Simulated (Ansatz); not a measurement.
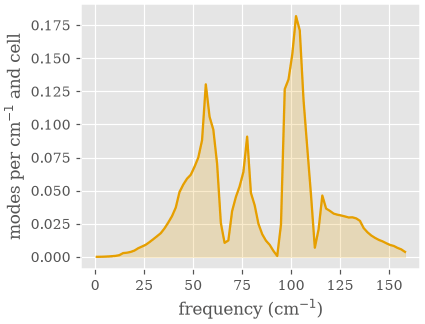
*Phonon density of states of RbCl (rock salt, Fm-3m); finite displacements on a 6×6×6 mesh, Ansatz (an electronic-structure program), PBE functional, plane-wave PAW, k mesh 6×6×6*

Task: Where is the tallest peak, and is there a gap in the spectrum?

Result: The tallest peak lies near 100 cm⁻¹. No clear gap shows at this resolution.
